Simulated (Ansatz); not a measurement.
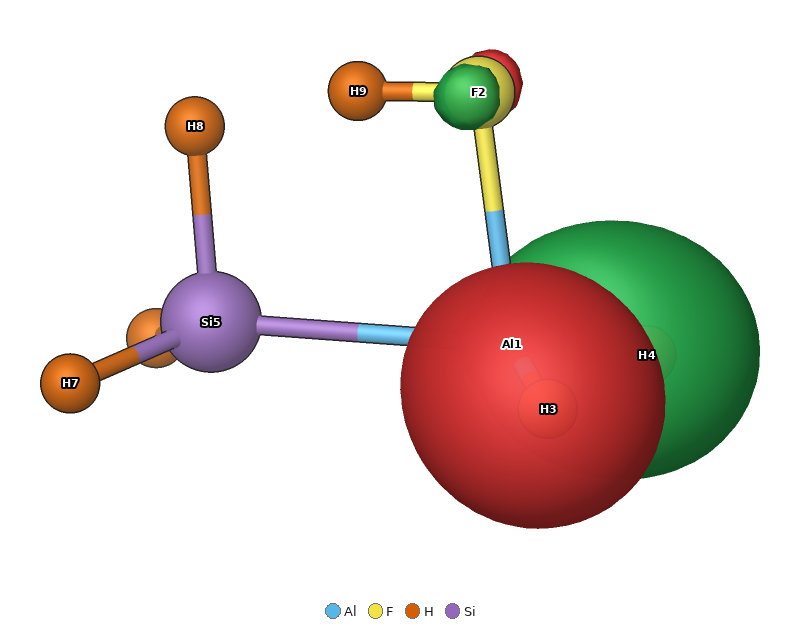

Figure 1: AlFH6Si. The HOMO−1 at ±0.15 Å⁻³ᐟ² (green and red are the two phases), seen at an oblique angle.

Level of theory: RKS PBE/def2-SVP in Ansatz 0.2.0.

The calculation's input:

```
crystal:
  periodic: [false, false, false]
  atoms:
    - { symbol: Al, position_ang: [0.035534, -0.436668, -0.431472] }
    - { symbol: F, position_ang: [0.146156, 0.04831, 2.401115] }
    - { symbol: H, position_ang: [1.383952, 0.298741, -0.884899] }
    - { symbol: H, position_ang: [-1.398395, 0.191513, -0.771847] }
    - { symbol: Si, position_ang: [0.126913, -2.566104, 0.574773] }
    - { symbol: H, position_ang: [-0.675494, -3.671404, -0.06928] }
    - { symbol: H, position_ang: [1.519763, -3.090922, 0.824853] }
    - { symbol: H, position_ang: [-0.484724, -2.453528, 1.971216] }
    - { symbol: H, position_ang: [-0.101906, -0.836638, 2.585742] }
basis:
  gaussian: { orbitals: def2-SVP }
hamiltonian:
  xc: pbe
relax:
  f_tol: 0.03
  max_steps: 50
output:
  orbitals: {}
```

Run with:

```sh
ansatz run input.yaml --threads 1 --pin off --max-ram 2048MiB --backend cpu --events-out ev --progress --plain --runs-dir out
```

The fields are those of the run's last geometry, not of the input's.

Q: Where does this orbital lie, and at what energy?

A: By Hirshfeld shares it lies mainly on Al1 (about 35 %), H3 (about 30 %) and H4 (about 30 %). Its energy is −6.99 eV.
